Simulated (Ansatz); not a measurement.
W (bcc, W type)

```
CELL_PARAMETERS angstrom
     -1.59183     1.59183     1.59183
      1.59183    -1.59183     1.59183
      1.59183     1.59183    -1.59183
ATOMIC_POSITIONS crystal
  W  0.00000 0.00000 0.00000
```

The volume is varied about the relaxed value V₀ at fixed cell shape. Symmetry pins the atoms to their sites.

Method: PBE (plane waves to 420 eV, PAW, scalar-relativistic; Ansatz, an electronic-structure program). k mesh 20×20×20 (Γ-centred), Fermi-Dirac smearing 0.05 eV. E stands for the smeared free energy. Spin-orbit coupling is left out, though W is heavy. The PAW data are Ansatz's earlier set. W is run without spin polarisation. W was relaxed with its symmetry unable to fall. ΔE is measured from the relaxed starting cell.

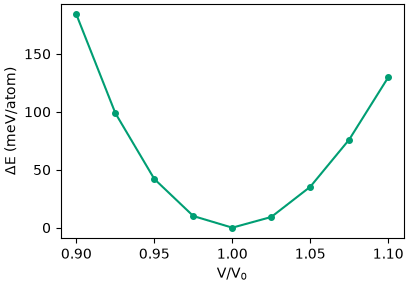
ΔE (meV/atom) against V/V₀; computed points joined by lines.

Task: What is ΔE at V/V₀ = 1.100?

Result: About 130 meV/atom.

Task: What is ΔE at V/V₀ = 0.900?

Result: About 180 meV/atom.

Task: What bulk modulus B₀ follows from a third-order Birch-Murnaghan fit?

Result: About 300 GPa.

(Under strain, the slope of the energy per volume gives the stress and its curvature an elastic modulus.)
